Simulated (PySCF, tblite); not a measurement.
# AlBH5O5S−, a fragment of a glass network (dimer): NMR shifts, core binding energies and electronic excitations, part 2 of 2

tblite 0.8.0 and PySCF 2.14.0. Atoms count from 0, parts from 1.

## 5. X-ray photoelectron lines: SCAN, X2C

The job: settings as JSON, then the geometry in Å.

```
{"job": {"kind": "xps", "holes": 5, "basis": "aug-pcX-2", "basis_other": "aug-pcseg-1"}, "charge": -1, "multiplicity": 1}
O     -1.630847    -2.080664    -0.068403
Al    -1.151224    -0.439935    -0.497241
O     -1.943832     0.200959    -1.918658
O     -1.465283     0.671012     0.868938
S      1.141540    -0.525775    -0.740069
B      1.743742     0.731317     0.467514
O      0.982350     1.461228     1.303228
O      3.112641     0.936796     0.524273
H     -0.845720    -2.603323     0.116422
H     -1.620618    -0.172079    -2.740936
H     -1.845995     0.201104     1.615643
H      0.013945     1.241896     1.205242
H      3.519513     0.360072    -0.128534
```

With the program's defaults for keys left out, this is: delta-SCF UKS SCAN, aug-pcX-2 on the ionised atom, aug-pcseg-1 elsewhere, spin-free X2C.

The program printed:

```text
ground state, core basis on atom 0 (O), 275 functions
  cycle   1  E = -1046.04055024  |g| = 1.58e+00
  cycle   2  E = -1043.23830718  |g| = 3.64e+00
  cycle   3  E = -1046.42185976  |g| = 6.25e-01
  cycle   4  E = -1046.50671045  |g| = 2.27e-01
  cycle   5  E = -1046.51543980  |g| = 6.94e-02
  cycle   6  E = -1046.51631491  |g| = 3.39e-02
  cycle   7  E = -1046.51656903  |g| = 7.83e-03
  cycle   8  E = -1046.51657800  |g| = 4.11e-03
  cycle   9  E = -1046.51658070  |g| = 8.32e-04
  cycle  10  E = -1046.51658053  |g| = 4.59e-04
  E(ground) = -1046.57849735 Eh
hole in O 1s of atom 0
  cycle   1  E = -1026.10435386  |g| = 2.22e+00
  cycle   2  E = -1024.54694861  |g| = 2.48e+00
  cycle   3  E = -1026.69054098  |g| = 6.58e-01
  cycle   4  E = -1026.86106673  |g| = 3.44e-01
  cycle   5  E = -1026.91900862  |g| = 1.28e-01
  cycle   6  E = -1026.92436063  |g| = 6.32e-02
  cycle   7  E = -1026.92584370  |g| = 1.25e-02
  cycle   8  E = -1026.92592434  |g| = 5.07e-03
  cycle   9  E = -1026.92593433  |g| = 1.95e-03
  cycle  10  E = -1026.92593736  |g| = 9.55e-04
  cycle  11  E = -1026.92593701  |g| = 1.66e-04
  E(ion) = -1026.98970814 Eh   <S^2> = 0.7619   hole on atom = 1.000   binding energy = 533.038 eV
ground state, core basis on atom 4 (S), 286 functions
  cycle   1  E = -1046.63081674  |g| = 4.11e-01
  cycle   2  E = -1046.62765676  |g| = 1.53e-01
  cycle   3  E = -1046.62169281  |g| = 2.32e-01
  cycle   4  E = -1046.63221387  |g| = 1.37e-02
  cycle   5  E = -1046.63225708  |g| = 5.95e-03
  cycle   6  E = -1046.63226331  |g| = 1.44e-03
  cycle   7  E = -1046.63226304  |g| = 2.87e-04
  E(ground) = -1046.68428763 Eh
hole in S 2p of atom 4
  cycle   1  E = -1040.14186162  |g| = 1.52e+00
  cycle   2  E = -1039.98065834  |g| = 1.35e+00
  cycle   3  E = -1040.47029711  |g| = 5.40e-01
  cycle   4  E = -1040.58514990  |g| = 1.66e-01
  cycle   5  E = -1040.59322296  |g| = 5.37e-02
  cycle   6  E = -1040.59395782  |g| = 3.81e-02
  cycle   7  E = -1040.59450713  |g| = 8.23e-03
  cycle   8  E = -1040.59452742  |g| = 3.63e-03
  cycle   9  E = -1040.59453196  |g| = 8.30e-04
  cycle  10  E = -1040.59453238  |g| = 8.17e-04
  cycle  11  E = -1040.59453523  |g| = 1.61e-04
  E(ion) = -1040.65366306 Eh   <S^2> = 0.7537   hole on atom = 1.001   binding energy = 164.102 eV
  2p3/2 = 163.627 eV   2p1/2 = 164.854 eV
ground state, core basis on atom 5 (B), 275 functions
  cycle   1  E = -1046.48284322  |g| = 5.96e-02
  cycle   2  E = -1046.48226069  |g| = 6.29e-02
  cycle   3  E = -1046.48311448  |g| = 2.46e-02
  cycle   4  E = -1046.48323327  |g| = 8.58e-03
  cycle   5  E = -1046.48325022  |g| = 1.16e-03
  cycle   6  E = -1046.48325319  |g| = 4.48e-04
  E(ground) = -1046.55085321 Eh
hole in B 1s of atom 5
  cycle   1  E = -1038.97529982  |g| = 1.18e+00
  cycle   2  E = -1036.17844973  |g| = 2.31e+00
  cycle   3  E = -1039.10360543  |g| = 7.53e-01
  cycle   4  E = -1039.34174008  |g| = 3.24e-01
  cycle   5  E = -1039.37556461  |g| = 1.39e-01
  cycle   6  E = -1039.38302651  |g| = 4.35e-02
  cycle   7  E = -1039.38360550  |g| = 2.48e-02
  cycle   8  E = -1039.38386087  |g| = 1.06e-02
  cycle   9  E = -1039.38393535  |g| = 3.34e-03
  cycle  10  E = -1039.38394410  |g| = 2.59e-03
  cycle  11  E = -1039.38395110  |g| = 1.54e-03
  cycle  12  E = -1039.38395001  |g| = 7.16e-04
  cycle  13  E = -1039.38394957  |g| = 3.29e-04
  E(ion) = -1039.45268515 Eh   <S^2> = 0.7865   hole on atom = 1.000   binding energy = 193.151 eV
ground state, core basis on atom 6 (O), 275 functions
  cycle   1  E = -1046.51467967  |g| = 1.07e-01
  cycle   2  E = -1046.51310235  |g| = 1.10e-01
  cycle   3  E = -1046.51466878  |g| = 5.43e-02
  cycle   4  E = -1046.51518078  |g| = 5.45e-03
  cycle   5  E = -1046.51518802  |g| = 7.92e-04
  cycle   6  E = -1046.51518864  |g| = 3.49e-04
  E(ground) = -1046.57796215 Eh
hole in O 1s of atom 6
  cycle   1  E = -1026.07242137  |g| = 2.22e+00
  cycle   2  E = -1025.36555634  |g| = 2.30e+00
  cycle   3  E = -1026.71944449  |g| = 6.01e-01
  cycle   4  E = -1026.77380911  |g| = 4.76e-01
  cycle   5  E = -1026.89418231  |g| = 7.62e-02
  cycle   6  E = -1026.89541102  |g| = 5.94e-02
  cycle   7  E = -1026.89676421  |g| = 7.51e-03
  cycle   8  E = -1026.89678239  |g| = 3.83e-03
  cycle   9  E = -1026.89679221  |g| = 1.27e-03
  cycle  10  E = -1026.89679197  |g| = 6.75e-04
  cycle  11  E = -1026.89679201  |g| = 1.89e-04
  E(ion) = -1026.96026701 Eh   <S^2> = 0.7610   hole on atom = 1.000   binding energy = 533.825 eV
ground state, core basis on atom 7 (O), 275 functions
  cycle   1  E = -1046.51318900  |g| = 1.28e-01
  cycle   2  E = -1046.50891329  |g| = 1.77e-01
  cycle   3  E = -1046.51436884  |g| = 3.93e-02
  cycle   4  E = -1046.51463536  |g| = 8.31e-03
  cycle   5  E = -1046.51465339  |g| = 1.03e-03
  cycle   6  E = -1046.51465379  |g| = 4.12e-04
  E(ground) = -1046.57775444 Eh
hole in O 1s of atom 7
  cycle   1  E = -1026.04525563  |g| = 2.22e+00
  cycle   2  E = -1023.28853266  |g| = 2.74e+00
  cycle   3  E = -1026.21013386  |g| = 1.12e+00
  cycle   4  E = -1026.78822431  |g| = 4.43e-01
  cycle   5  E = -1026.84768489  |g| = 1.64e-01
  cycle   6  E = -1026.85475680  |g| = 1.00e-01
  cycle   7  E = -1026.86016454  |g| = 2.13e-02
  cycle   8  E = -1026.86038378  |g| = 9.09e-03
  cycle   9  E = -1026.86041716  |g| = 3.77e-03
  cycle  10  E = -1026.86042331  |g| = 1.12e-03
  cycle  11  E = -1026.86042402  |g| = 2.97e-04
  E(ion) = -1026.92510120 Eh   <S^2> = 0.7616   hole on atom = 1.000   binding energy = 534.776 eV
```

Wall time 66 s (1 thread of Intel Xeon 6975P-C, shared host); peak memory 1 GiB.

The holes in one table. −ε is the ground-state orbital energy:

| hole | stands for | environment | ΔSCF (eV; 2p as the shell's mean) | −ε (eV) | ⟨S²⟩ |
| --- | --- | --- | --- | --- | --- |
| O1s on O0 | O0 | oxygen bonded to Al, H | 533.04 | 511.4 | 0.762 |
| S2p on S4 | S4 | sulfur bonded to Al, B | 164.04 | 152.8 | 0.754 |
| B1s on B5 | B5 | boron bonded to 2 O, S | 193.15 | 177.4 | 0.786 |
| O1s on O6 | O6 | oxygen bonded to B, H | 533.82 | 512.3 | 0.761 |
| O1s on O7 | O7 | oxygen bonded to B, H | 534.78 | 513.0 | 0.762 |

With the spin-orbit splitting: S4 2p3/2 163.63, 2p1/2 164.85 eV. The table gives each 2p level as the mean over the whole 2p shell (two parts 2p3/2, one part 2p1/2), which differs a little from the single hole in the log.

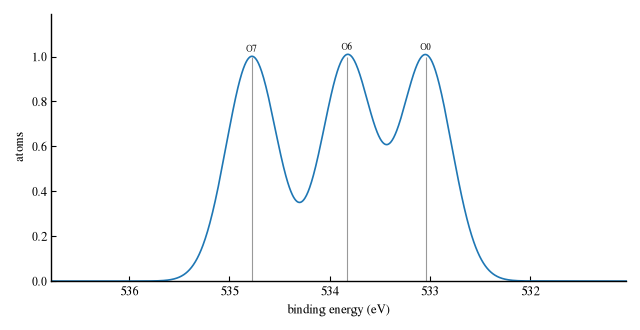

The O1s photoelectron lines, weighted by the number of atoms. Only 3 of the 5 O atoms are covered by sound results. Lines are broadened to a width of 0.60 eV (Gaussian).

## 6. Excited states and response: CAM-B3LYP/def2-SVPD

Settings changed since step 5:

```diff
@@ -1,2 +1,2 @@
-{"job": {"kind": "xps", "holes": 5, "basis": "aug-pcX-2", "basis_other": "aug-pcseg-1"}, "charge": -1, "multiplicity": 1}
+{"job": {"kind": "uv", "xc": "CAM-B3LYP", "basis": "def2-SVPD", "nstates": 6, "ntriplets": 2, "ip": true}, "charge": -1, "multiplicity": 1}
 O     -1.630847    -2.080664    -0.068403
```

With the program's defaults for keys left out, this is: TDDFT CAM-B3LYP/def2-SVPD, vertical, gas phase, core orbitals frozen in the response.

The program printed:

```text
coarse grid: 12864 points
cycle   1  E = -1043.9025753296  dE =  8.271e-01  |g| = 1.460e+00  |ddm| = 4.641e+00
cycle   2  E = -1043.5801023856  dE =  3.225e-01  |g| = 2.002e+00  |ddm| = 4.006e+00
cycle   3  E = -1044.3175132468  dE = -7.374e-01  |g| = 1.120e-01  |ddm| = 2.094e+00
cycle   4  E = -1044.3200562754  dE = -2.543e-03  |g| = 5.440e-02  |ddm| = 2.838e-01
cycle   5  E = -1044.3206397805  dE = -5.835e-04  |g| = 1.632e-02  |ddm| = 8.106e-02
cycle   6  E = -1044.3206913369  dE = -5.156e-05  |g| = 4.127e-03  |ddm| = 2.626e-02
cycle   7  E = -1044.3206956080  dE = -4.271e-06  |g| = 9.943e-04  |ddm| = 7.780e-03
final grid: 117744 points
cycle   8  E = -1044.4786479695  dE = -4.215e-05  |g| = 2.349e-03  |ddm| = 6.033e-02
cycle   9  E = -1044.4786482259  dE = -2.564e-07  |g| = 2.462e-03  |ddm| = 6.631e-03
cycle  10  E = -1044.4786492983  dE = -1.072e-06  |g| = 3.631e-04  |ddm| = 2.542e-03
cycle  11  E = -1044.4786493284  dE = -3.018e-08  |g| = 1.580e-04  |ddm| = 6.704e-04
cycle  12  E = -1044.4786493349  dE = -6.416e-09  |g| = 3.790e-05  |ddm| = 3.318e-04
cycle  13  E = -1044.4786493353  dE = -4.088e-10  |g| = 1.709e-05  |ddm| = 7.262e-05
converged SCF energy = -1044.4786493353

Static polarisability (au): isotropic 87.859, principal 75.411 86.960 101.206

Singlet excitations
state   eV       nm        f      main configurations
  1   5.2729    235.1   0.04366   H->L 0.91
  2   5.9514    208.3   0.00955   H->L+1 0.73, H->L+4 0.13
  3   6.0226    205.9   0.14576   H-1->L 0.89
  4   6.4793    191.4   0.04065   H->L+2 0.37, H-2->L 0.26
  5   6.4892    191.1   0.02382   H->L+2 0.45, H-2->L 0.27, H-2->L+1 0.08
  6   6.6271    187.1   0.05447   H->L+3 0.63

Triplet excitations (Tamm-Dancoff, eV): 5.1463 5.8519
Vertical ionisation energy (delta-SCF) = 5.1111 eV
```

Wall time 1.9 min (1 thread of Intel Xeon 6975P-C, shared host); peak memory 1.2 GiB.

The orbitals next to the gap, with their largest atomic shares:

```
orbital     eV                       atoms
 HOMO−3  -6.02   S4 28 %, O6 15 %, O0 14 %
 HOMO−2  -5.72    O0 50 %, O2 26 %, S4 7 %
 HOMO−1  -5.00    S4 58 %, Al1 9 %, O2 9 %
   HOMO  -4.29            S4 71 %, B5 11 %
   LUMO   3.56  Al1 36 %, B5 20 %, S4 16 %
 LUMO+1   4.17  S4 26 %, Al1 19 %, O7 16 %
 LUMO+2   4.71   S4 48 %, O3 10 %, O2 10 %
```

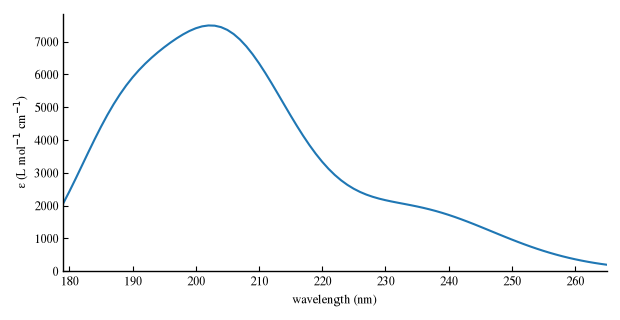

Absorption spectrum: each of the 6 states is a Gaussian band of 0.4 eV half-width at 1/e. Beyond the last state computed it falls off for lack of states.

Further results of this job:

```
           property  computed
polarisability (Å³)     13.02
 HOMO–LUMO gap (eV)      7.85
      −ε(HOMO) (eV)      4.29
```

## 7. What came out

This closing draws on all 2 parts.

| quantity | value |
| --- | --- |
| point group | C1 |
| rotational constants (main isotopes) | 2.28, 0.86, 0.78 GHz |
| shieldings of H, O (PBE0/aug-pcSseg-1) | H11 19.6, H12 28.6, H10 31.5, H8 31.9, H9 32.4, O6 171.6, O7 188.2, O0 275.5 ppm and more |
| O1s binding energies, SCAN/aug-pcX-2 (standing for 3 of 5 atoms) | O7 534.78, O6 533.82, O0 533.04 eV |
| S2p binding energies, SCAN/aug-pcX-2 | S4 164.04 eV |
| B1s binding energies, SCAN/aug-pcX-2 | B5 193.15 eV |
| lowest singlet (CAM-B3LYP/def2-SVPD) | 5.27 eV (235 nm), f = 0.044 |
| brightest single state of those computed | state 3, 6.02 eV, f = 0.146 |
| lowest triplet | 5.15 eV |
| vertical ionisation energy (ΔSCF) | 5.11 eV |

What this shows: The start of the PBE0/def2-SVP relaxation was shaken at random by about 0.01 Å, so part of the energy gained, and of the first lengths quoted, undoes that. Relaxing lowered the energy by 0.793 eV in 18 steps; the close pair that moved most is Al1–O3, from 1.708 to 1.789 Å (PBE0/def2-SVP). At PBE0/aug-pcSseg-1: The largest span, 206 ppm, is at O6, where the paramagnetic term is -257 ppm. At SCAN/aug-pcX-2: O7 (oxygen bonded to B, H) binds its O1s electron 1.74 eV more tightly than O0 (oxygen bonded to Al, H). Only 3 of the 5 O atoms are covered by sound results. The first singlet state (HOMO→LUMO 0.91) lies at 5.27 eV and is weak; of the 6 states computed, the strongest absorption comes from state 3 at 6.02 eV. The lowest triplet lies 0.13 eV below the lowest singlet (triplets in Tamm-Dancoff, singlets in full TDDFT). In the gas-phase run even the lowest singlet lies above the computed detachment energy of this anion, so its states are not to be taken as bound. At CAM-B3LYP/def2-SVPD, all states lie near or above the ionisation energy, where they hang on the basis. The orbital energy would give 4.29 eV for ionisation, ΔSCF gives 5.11 eV. A capped cluster stands for the solid here, so long-range fields and strain are missing, and bands or shifts of the capping hydrogens have no counterpart in it.
